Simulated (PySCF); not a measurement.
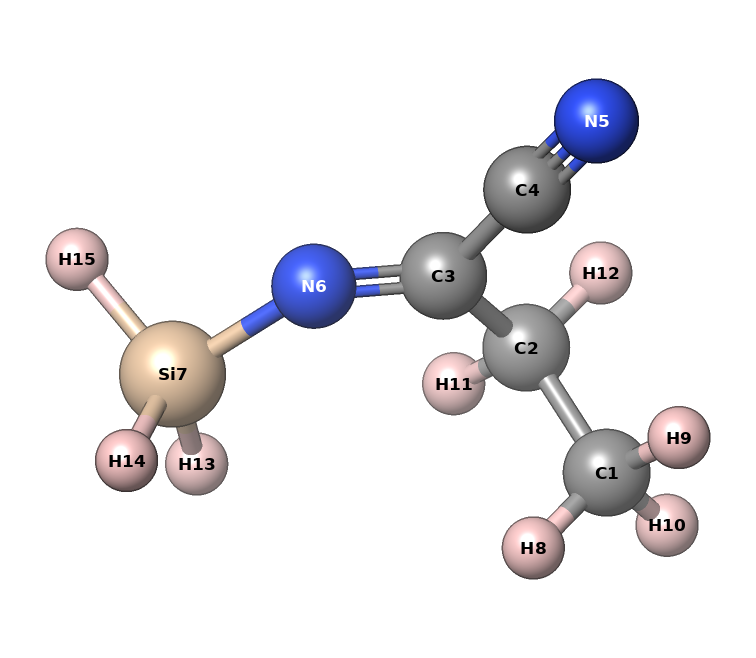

Distant atoms are faded towards the background colour. Computed geometry: GFN2-xTB optimisation. No frequency run is at hand to confirm it as a minimum.

Question: Find the stereocentres and stereogenic double bonds.

Answer: Double bonds: C3=N6.

Question: Assign CIP descriptors.

Answer: C3=N6: E.
